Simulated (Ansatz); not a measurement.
The relaxed structure here is a generated cell of Rh: the first start was made by placing the elements on the sites of a structure type, and the end was not matched to a known phase here, so it may be hypothetical. Known forms of Rh include space group No. 225.

One stationary structure of Rh. Space group Im-3m (No. 229), bcc (W type). Level of theory: PBEsol (plane waves to 420 eV, PAW, scalar-relativistic; Ansatz, a first-principles code).

```cif
data_Rh
_chemical_formula_sum 'Rh1'
_space_group_name_H-M_alt 'P 1'
_space_group_IT_number 1
_cell_length_a 2.62317
_cell_length_b 2.62317
_cell_length_c 2.62317
_cell_angle_alpha 109.471
_cell_angle_beta 109.471
_cell_angle_gamma 109.471
loop_
_space_group_symop_operation_xyz
  'x, y, z'
loop_
_atom_site_label
_atom_site_type_symbol
_atom_site_fract_x
_atom_site_fract_y
_atom_site_fract_z
_atom_site_occupancy
Rh1 Rh 0.00000 0.00000 0.00000 1
```

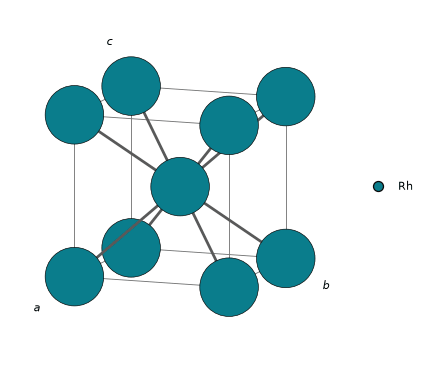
Figure. The conventional cell of the relaxed structure

```yaml
volume_per_atom: 13.90 Å³
band_gap: no gap (metallic)
shortest_distances: Rh–Rh 2.62 Å
k-mesh: 21×21×21
```

No spin polarisation in the result. A magnetic state may lie lower.

The run could not lower the symmetry of its start; a shaken copy of this end point relaxes with PBEsol to Fm-3m (No. 225), 0.39 eV/atom lower.
